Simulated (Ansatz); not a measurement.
## Run report: C3H10AlB, geometry relaxation (part 1 of 2)

System: C3H10AlB.
Method: RKS PBE0-D4/def2-TZVP (Ansatz 0.2.0).

The geometry: PBE-D4/def2-SVP start. Figures and captions count atoms from 1; the log counts them from 0 in places.

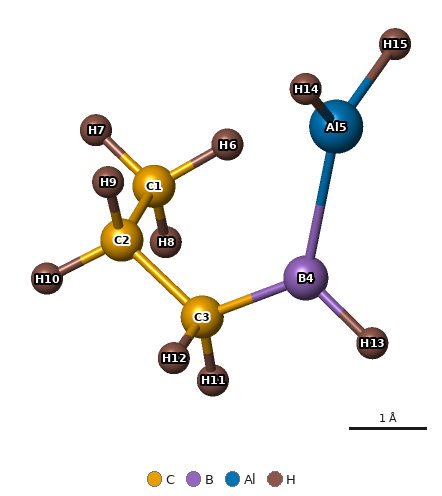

*The input geometry (ball-and-stick view, seen at a tilt; atoms are numbered from 1 in the order of the input). Sticks mark near contacts.*

Bond lengths as drawn: Al–B 2.13 Å, Al–H 1.61 Å, B–C 1.56 Å, B–H 1.23 Å, C–C 1.53 Å and C–H 1.11 to 1.13 Å.

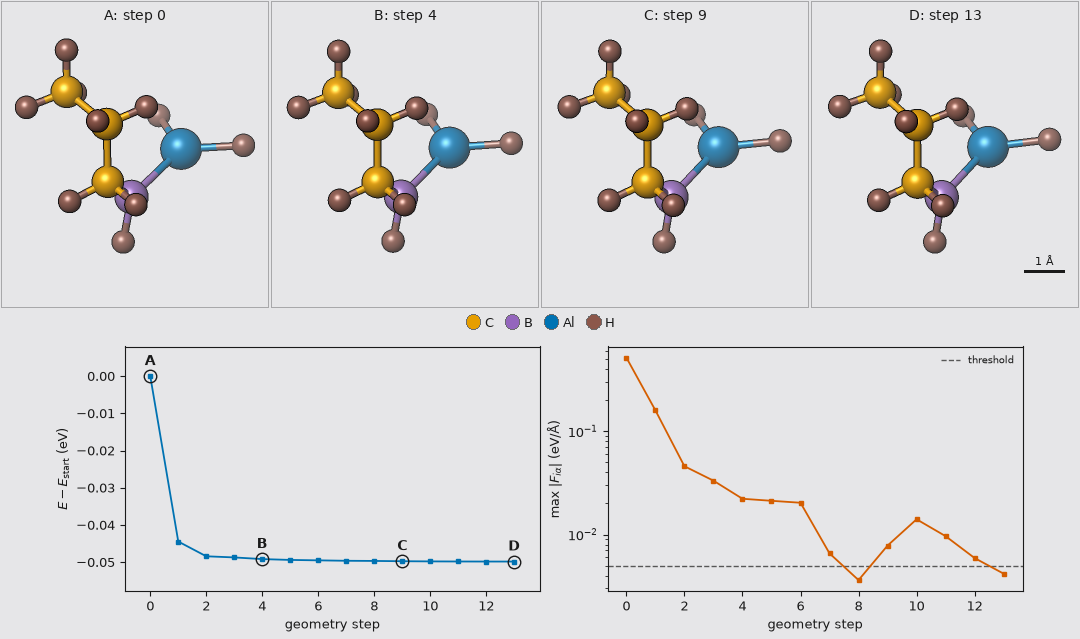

*Frames of the relaxation (ball-and-stick view, seen at a tilt) above the curves, on which the letters mark them (the first geometry is step 0 here and step 1 in the log).*

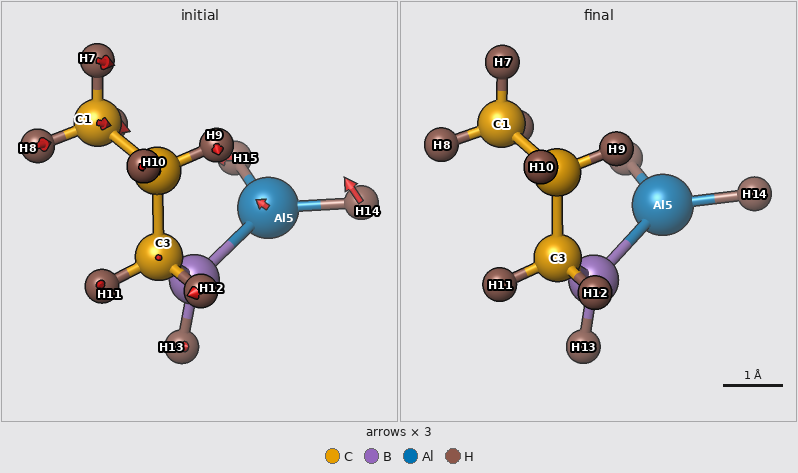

*Before (left) and after (right) the relaxation, at one scale (ball-and-stick view, seen at a tilt). The red arrows give the displacements, magnified 3 times.*

After 13 geometry steps the energy has fallen by 0.050 eV. The largest force component goes from 0.52 to 0.0042 eV/Å. The atom that moves furthest after the best rigid fit is H14 (0.18 Å). Largest moves by element: H 0.18 Å, C 0.09 Å, Al 0.09 Å, B 0.03 Å. Distances before and after: B4–H13 1.228 → 1.206 Å, C3–H12 1.128 → 1.108 Å, C2–H9 1.115 → 1.098 Å, C1–H7 1.109 → 1.092 Å. Among the angles that change: B4–C3–H12 97.6° → 100.9°. (Atoms are counted from 1 in the order of the input.)

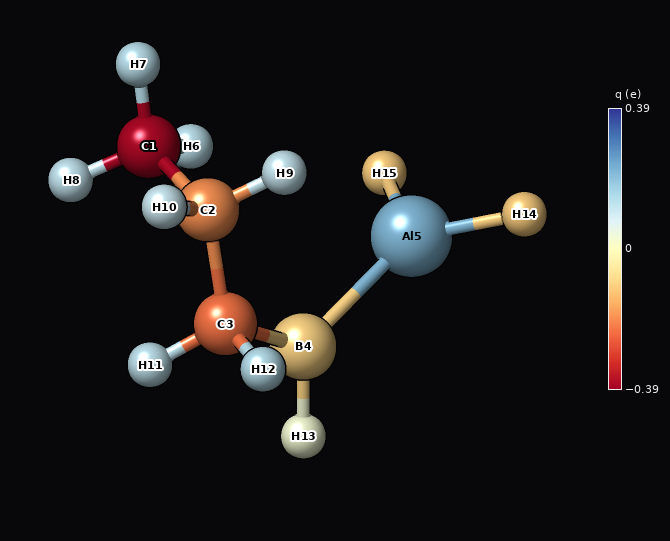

*Mulliken charges, as the colour of each atom (ball-and-stick view, seen at a tilt; atoms are numbered from 1 in the order of the input).*

By element: C −0.37 to −0.19, B −0.09, Al +0.21 and H −0.10 to +0.13 e.

The input and output of the run follow.

Input file:
```yaml
crystal:
  periodic: [false, false, false]
  atoms:
    - {symbol: C, position_ang: [0.272467, -1.790597, -0.283904]}
    - {symbol: C, position_ang: [1.135633, -0.529038, -0.211392]}
    - {symbol: C, position_ang: [0.500932, 0.659779, -0.945825]}
    - {symbol: B, position_ang: [-0.763948, 1.361366, -0.350765]}
    - {symbol: Al, position_ang: [-1.461139, 1.188915, 1.656640]}
    - {symbol: H, position_ang: [-0.734701, -1.616500, 0.154662]}
    - {symbol: H, position_ang: [0.732009, -2.640735, 0.259274]}
    - {symbol: H, position_ang: [0.116091, -2.108362, -1.336100]}
    - {symbol: H, position_ang: [1.303780, -0.251739, 0.855482]}
    - {symbol: H, position_ang: [2.144470, -0.750807, -0.623164]}
    - {symbol: H, position_ang: [0.403436, 0.457576, -2.037304]}
    - {symbol: H, position_ang: [1.192510, 1.550397, -0.918491]}
    - {symbol: H, position_ang: [-1.340502, 2.145537, -1.099593]}
    - {symbol: H, position_ang: [-0.864162, 2.088819, 2.854861]}
    - {symbol: H, position_ang: [-2.658775, 0.184789, 2.055020]}
basis:
  gaussian: {orbitals: def2-TZVP}
hamiltonian: {xc: pbe0, dispersion: d4}
relax: {f_tol: 0.005, max_steps: 150}
```

Launched with:
```bash
ansatz run in.yaml --threads 4 --pin off --events-out ev --progress --plain --max-ram 10444MiB
```

What the program printed:
```
Functional definition: PBE0
  name "PBE0"
  cite "Adamo & Barone, J. Chem. Phys. 110, 6158 (1999) doi:10.1063/1.478522"
  cite "Perdew, Burke & Ernzerhof, Phys. Rev. Lett. 77, 3865 (1996) doi:10.1103/PhysRevLett.77.3865"
  parent pbe
  parameter a = 0.25
  parameter kappa = 0.804
  parameter beta = 0.06672455060314922
  exchange = (1 - a)*pbe_x(kappa = kappa, mu = beta*pi^2/3) + a*exact_x
  correlation = pbe_c(beta = beta)
1428 factors; their error is unknown
mean field evaluation 1: about -10529.4986 eV, gradient 6.3e1 eV
mean field evaluation 2: about -10522.7273 eV, gradient 7.9e1 eV
mean field evaluation 4: about -10539.2878 eV, gradient 3.0e0 eV
mean field evaluation 8: about -10539.3108 eV, gradient 3.0e-2 eV
mean field evaluation 16: about -10539.3004 eV, gradient 1.5e-4 eV
mean field -10539.30044093 eV, -387.3121474098 hartree, gradient 4.0e-5 eV, S^2 0.000000; 0 other end points of the search recorded, 0 dependent functions left out
the calculation of the forces begins
reference -10539.30048400 eV, -387.3121489926 hartree; 23, 23 occupied and 198, 198 virtual orbitals, 1428 factors
relax step   1: F+E_penalty+E_count = -10539.54746584 eV  Δ(F+E_penalty+E_count) = +0.000e0 eV  max|allowed force component| = 5.201e-1 eV/Å  Δτ_max = 0.0000 Å  (28 SCF iters, accepted)
these checks for a lower state are left out or cut short: starts, cluster_reference, orbital_swaps, neighbouring_geometries, increment
1428 factors; their error is unknown
mean field -10539.34286315 eV, -387.3137063977 hartree, gradient 2.7e-5 eV, S^2 0.000000; 0 other end points of the search recorded, 0 dependent functions left out
[... from here on the field's lines of each further geometry are left out, up to the last ...]
relax step   2: F+E_penalty+E_count = -10539.59190427 eV  Δ(F+E_penalty+E_count) = -4.444e-2 eV  max|allowed force component| = 1.602e-1 eV/Å  Δτ_max = 0.0391 Å  (30 SCF iters, accepted)
relax step   3: F+E_penalty+E_count = -10539.59587122 eV  Δ(F+E_penalty+E_count) = -3.967e-3 eV  max|allowed force component| = 4.598e-2 eV/Å  Δτ_max = 0.0197 Å  (31 SCF iters, accepted)
relax step   4: F+E_penalty+E_count = -10539.59617662 eV  Δ(F+E_penalty+E_count) = -3.054e-4 eV  max|allowed force component| = 3.330e-2 eV/Å  Δτ_max = 0.0121 Å  (31 SCF iters, accepted)
relax step   5: F+E_penalty+E_count = -10539.59662359 eV  Δ(F+E_penalty+E_count) = -4.470e-4 eV  max|allowed force component| = 2.223e-2 eV/Å  Δτ_max = 0.0260 Å  (30 SCF iters, accepted)
relax step   6: F+E_penalty+E_count = -10539.59684933 eV  Δ(F+E_penalty+E_count) = -2.257e-4 eV  max|allowed force component| = 2.124e-2 eV/Å  Δτ_max = 0.0277 Å  (30 SCF iters, accepted)
relax step   7: F+E_penalty+E_count = -10539.59696172 eV  Δ(F+E_penalty+E_count) = -1.124e-4 eV  max|allowed force component| = 2.033e-2 eV/Å  Δτ_max = 0.0331 Å  (30 SCF iters, accepted)
relax step   8: F+E_penalty+E_count = -10539.59707832 eV  Δ(F+E_penalty+E_count) = -1.166e-4 eV  max|allowed force component| = 6.562e-3 eV/Å  Δτ_max = 0.0078 Å  (31 SCF iters, accepted)
relax step   9: F+E_penalty+E_count = -10539.59712126 eV  Δ(F+E_penalty+E_count) = -4.294e-5 eV  max|allowed force component| = 3.613e-3 eV/Å  Δτ_max = 0.0050 Å  (31 SCF iters, accepted)
relax step  10: F+E_penalty+E_count = -10539.59719593 eV  Δ(F+E_penalty+E_count) = -7.467e-5 eV  max|allowed force component| = 7.812e-3 eV/Å  Δτ_max = 0.0135 Å  (31 SCF iters, accepted)
relax step  11: F+E_penalty+E_count = -10539.59724428 eV  Δ(F+E_penalty+E_count) = -4.835e-5 eV  max|allowed force component| = 1.405e-2 eV/Å  Δτ_max = 0.0175 Å  (30 SCF iters, accepted)
relax step  12: F+E_penalty+E_count = -10539.59726933 eV  Δ(F+E_penalty+E_count) = -2.505e-5 eV  max|allowed force component| = 9.642e-3 eV/Å  Δτ_max = 0.0153 Å  (30 SCF iters, accepted)
relax step  13: F+E_penalty+E_count = -10539.59728266 eV  Δ(F+E_penalty+E_count) = -1.333e-5 eV  max|allowed force component| = 5.910e-3 eV/Å  Δτ_max = 0.0062 Å  (31 SCF iters, accepted)
the calculation of the forces begins
reference -10539.34594833 eV, -387.3138197760 hartree; 23, 23 occupied and 198, 198 virtual orbitals, 1428 factors
relax step  14: F+E_penalty+E_count = -10539.59728746 eV  Δ(F+E_penalty+E_count) = -4.799e-6 eV  max|allowed force component| = 4.172e-3 eV/Å  Δτ_max = 0.0060 Å  (31 SCF iters, accepted)
1428 factors; their error is unknown
mean field evaluation 128: about -10539.3459 eV, gradient 5.4e-3 eV
mean field -10539.34590627 eV, -387.3138182301 hartree, gradient 2.6e-5 eV, S^2 0.000000; 1 other end points of the search recorded, 0 dependent functions left out
the calculation of the forces begins
reference -10539.34594833 eV, -387.3138197760 hartree; 23, 23 occupied and 198, 198 virtual orbitals, 1428 factors
Total energy: -10539.59732952 eV, -387.3230578642 hartree
Atom 0 at     0.246280    -1.726151    -0.220633 Å, force     0.002115     0.002709    -0.000462 eV/Å
Atom 1 at     1.141647    -0.498692    -0.218091 Å, force    -0.001062    -0.001945     0.000329 eV/Å
Atom 2 at     0.517397     0.671717    -0.967807 Å, force    -0.001566     0.000646    -0.001977 eV/Å
Atom 3 at    -0.734371     1.370196    -0.359889 Å, force     0.001653    -0.002961     0.000646 eV/Å
Atom 4 at    -1.459375     1.101903     1.625435 Å, force    -0.004172     0.003895     0.000810 eV/Å
Atom 5 at    -0.731678    -1.507926     0.223561 Å, force    -0.000708     0.000390    -0.000133 eV/Å
Atom 6 at     0.687085    -2.553199     0.340059 Å, force     0.000314    -0.000380     0.000569 eV/Å
Atom 7 at     0.062991    -2.073593    -1.241391 Å, force     0.000213    -0.000089    -0.000096 eV/Å
Atom 8 at     1.348180    -0.194698     0.816261 Å, force    -0.000158    -0.000154    -0.000020 eV/Å
Atom 9 at     2.112775    -0.759375    -0.652247 Å, force    -0.000007    -0.000095    -0.000269 eV/Å
Atom 10 at     0.359551     0.421396    -2.026081 Å, force     0.000396    -0.000284     0.000946 eV/Å
Atom 11 at     1.228013     1.520732    -1.015576 Å, force    -0.000083    -0.000021     0.000417 eV/Å
Atom 12 at    -1.281809     2.169048    -1.079278 Å, force     0.000266     0.000631     0.000709 eV/Å
Atom 13 at    -0.856776     1.908524     2.864908 Å, force     0.001293    -0.001672    -0.001237 eV/Å
Atom 14 at    -2.661806     0.099518     1.940171 Å, force     0.001505    -0.000670    -0.000231 eV/Å
Dipole moment:     0.202024    -0.045049    -0.233596 e Å
```

Trajectory as extended XYZ (Å, eV, eV/Å), 14 frames, from step=1 to step=14:
```
15
Properties=species:S:1:pos:R:3:forces:R:3 step=1 energy=-10539.54747
C     0.2725   -1.7906   -0.2839   -0.1966  -0.1756  -0.0289
C     1.1356   -0.5290   -0.2114    0.2383   0.0365   0.1706
C     0.5009    0.6598   -0.9458    0.1456   0.1965  -0.2931
B    -0.7639    1.3614   -0.3508   -0.0110   0.0888  -0.2986
Al   -1.4611    1.1889    1.6566   -0.0790  -0.0108   0.1941
H    -0.7347   -1.6165    0.1547    0.4837  -0.0685  -0.2019
H     0.7320   -2.6407    0.2593   -0.2021   0.4271  -0.2534
H     0.1161   -2.1084   -1.3361    0.0919   0.1678   0.4932
H     1.3038   -0.2517    0.8555   -0.1033  -0.1349  -0.5072
H     2.1445   -0.7508   -0.6232   -0.4950   0.1157   0.1695
H     0.4034    0.4576   -2.0373    0.0398   0.0552   0.5201
H     1.1925    1.5504   -0.9185   -0.2409  -0.4055   0.0027
H    -1.3405    2.1455   -1.0996    0.2349  -0.2966   0.2610
H    -0.8642    2.0888    2.8549   -0.0604  -0.1108  -0.1608
H    -2.6588    0.1848    2.0550    0.1542   0.1153  -0.0672
15
Properties=species:S:1:pos:R:3:forces:R:3 step=2 energy=-10539.59190
C     0.2624   -1.7672   -0.2786   -0.0342  -0.0696   0.0035
C     1.1310   -0.5194   -0.2073    0.0659   0.0004   0.0306
C     0.5038    0.6577   -0.9478    0.0948   0.0938  -0.0488
B    -0.7589    1.3442   -0.3505   -0.0051   0.0736  -0.1279
Al   -1.4540    1.1688    1.6545   -0.0118  -0.0130   0.0133
H    -0.7338   -1.5859    0.1516    0.1409  -0.0155  -0.0589
H     0.7121   -2.6075    0.2639   -0.0663   0.1106  -0.0715
H     0.1124   -2.0826   -1.3199    0.0241   0.0496   0.1428
H     1.2937   -0.2410    0.8474   -0.0287  -0.0371  -0.1587
H     2.1273   -0.7443   -0.6155   -0.1420   0.0205   0.0589
H     0.4035    0.4442   -2.0247    0.0037   0.0201   0.1602
H     1.1943    1.5352   -0.9254   -0.0971  -0.1439  -0.0121
H    -1.3251    2.1187   -1.0925    0.0456  -0.0860   0.0854
H    -0.8524    2.0624    2.8358   -0.0110  -0.0187  -0.0169
H    -2.6383    0.1662    2.0383    0.0213   0.0152   0.0002
15
Properties=species:S:1:pos:R:3:forces:R:3 step=3 energy=-10539.59587
C     0.2586   -1.7583   -0.2726   -0.0003   0.0123  -0.0015
C     1.1303   -0.5158   -0.2076   -0.0045   0.0005   0.0105
C     0.5084    0.6609   -0.9479    0.0219   0.0226   0.0115
B    -0.7522    1.3500   -0.3546   -0.0460  -0.0421  -0.0190
Al   -1.4518    1.1556    1.6472    0.0036   0.0158   0.0094
H    -0.7318   -1.5697    0.1550   -0.0159  -0.0001   0.0049
H     0.7013   -2.5957    0.2707    0.0046  -0.0033   0.0076
H     0.1078   -2.0743   -1.3083   -0.0042  -0.0055  -0.0123
H     1.2947   -0.2358    0.8406    0.0058   0.0028   0.0170
H     2.1201   -0.7473   -0.6143    0.0097   0.0031  -0.0069
H     0.4017    0.4407   -2.0174   -0.0119   0.0013  -0.0196
H     1.2003    1.5293   -0.9344    0.0172  -0.0085  -0.0099
H    -1.3250    2.1137   -1.0928    0.0144   0.0102   0.0058
H    -0.8527    2.0433    2.8308    0.0048   0.0011   0.0117
H    -2.6316    0.1528    2.0350    0.0006  -0.0101  -0.0092
```
